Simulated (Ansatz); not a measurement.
## Electronic structure of Cl$_{2}$H$_{2}$Ti (TiH2Cl2) in real space

| atom | x (Å) | y (Å) | z (Å) |
| --- | --- | --- | --- |
| Ti | 0.0506 | -0.0002 | 0.0354 |
| H | 0.0446 | -0.0157 | 1.7226 |
| H | 1.6336 | 0.0095 | -0.5485 |
| Cl | -0.8696 | 1.8613 | -0.5877 |
| Cl | -0.8593 | -1.8550 | -0.6218 |

Geometry: r2SCAN-D4/def2-TZVP.

Method: RKS PBE0-D4/def2-TZVP in Ansatz 0.2.0.

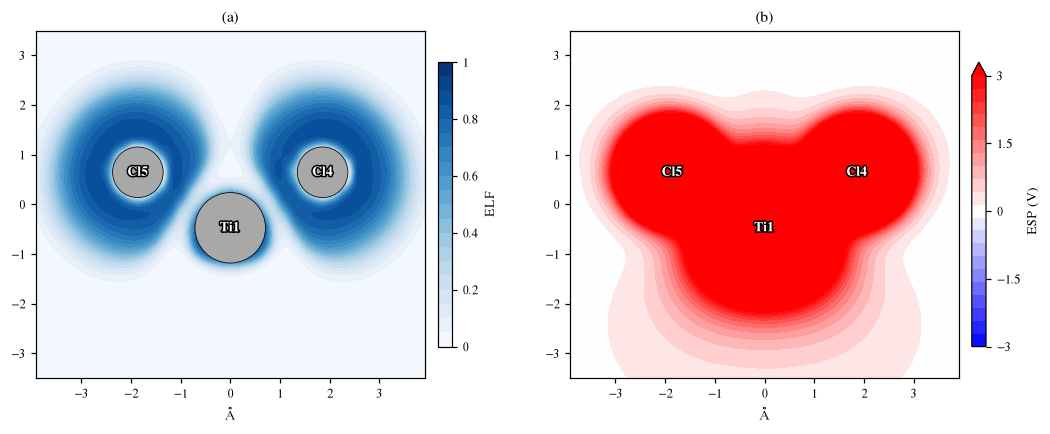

Figure 1. (a) electron localisation function; (b) molecular electrostatic potential on the plane of atoms Cl4, Ti1 and Cl5. Grey discs cover the atomic cores in the ELF map.

Interpret the plot.

Answer. Atoms in the plane: Ti and Cl.
Ti–Cl (2.17 Å): the ELF peaks at about 0.85 in the valence shell of Cl, 0.8 Å from its nucleus, and is about 0.50 at the midpoint.
The potential has no marked negative region in this plane.

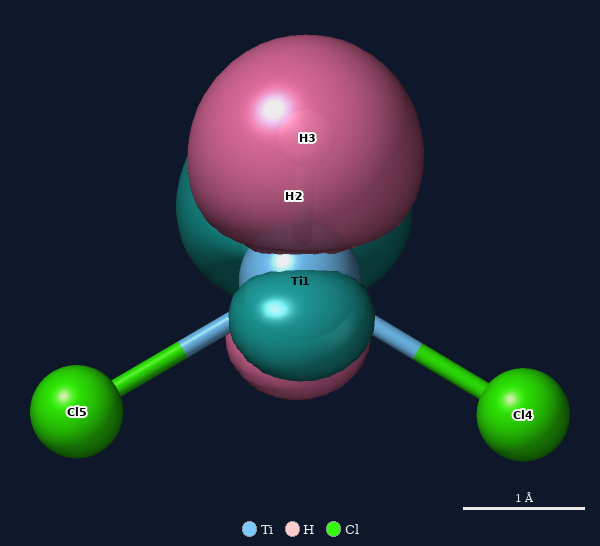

Figure 2. The HOMO at ±0.15 Å⁻³ᐟ² (teal and pink are the two phases), seen at a tilt.

Describe this orbital and give its energy.

Answer. Its weight (Hirshfeld) is mainly on Ti1 (about 45 %), H2 (about 25 %) and H3 (about 25 %). Its energy is −9.32 eV.

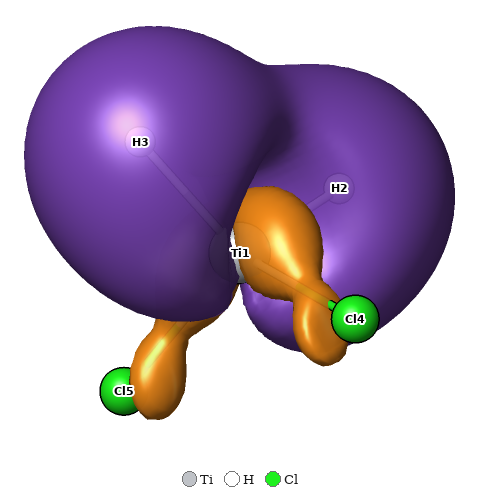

Figure 3. The HOMO−1 at ±0.08 Å⁻³ᐟ² (orange and purple are the two phases), seen at an oblique angle.

Where does this orbital lie, and at what energy?

Answer. By Hirshfeld shares it lies mainly on Ti1 (about 45 %), H2 (about 25 %) and H3 (about 25 %). Its energy is −9.58 eV.
